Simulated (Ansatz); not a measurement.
# UB3LYP/6-31G run of doublet SiH3

Aim: the energy of doublet SiH3. 

Program for the calculation: Ansatz 0.2.0.

2 further runs of the same task are left out: 2 set aside as unsound or not needed.

### 1 Starting point

The species is SiH3 (4 atoms), meant as a doublet with charge 0. SMILES of the parent species: `[SiH3-]`. The shape is that of a PBE0-D4/def2-TZVPD optimisation. That shape belongs to the parent species and isn't relaxed for this state.

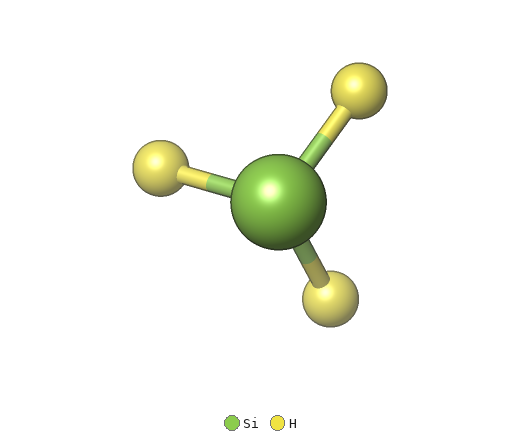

The structure, seen from a chosen angle (silicon green, hydrogen yellow).

### 2 The energy at UB3LYP/6-31G

Input file input.yaml:

```yaml
crystal:
  periodic: [false, false, false]
  atoms:
    - symbol: Si
      position_ang: [0.539700, -0.050700, -0.300900]
    - symbol: H
      position_ang: [0.426600, 0.622300, 1.085900]
    - symbol: H
      position_ang: [-0.298500, -1.283700, 0.106800]
    - symbol: H
      position_ang: [-0.667800, 0.712200, -0.891800]
basis:
  gaussian:
    orbitals: 6-31G
magnetization:
  spin_polarized: true
  initial_magnetization: 1
hamiltonian:
  xc: {name: B3LYP}
accuracy: high
```

The run is started by

```sh
$ ansatz run input.yaml --threads 1 --pin off --max-ram 2610MiB --events-out events.jsonl --progress --plain --runs-dir runs
```

**Question.** What will come out? Wanted: total energy; ⟨S²⟩.

**Answer.** As computed:

At UB3LYP/6-31G:

| quantity | value |
| --- | --- |
| total energy | -291.18793 Eh |
| ⟨S²⟩ | 0.751 |
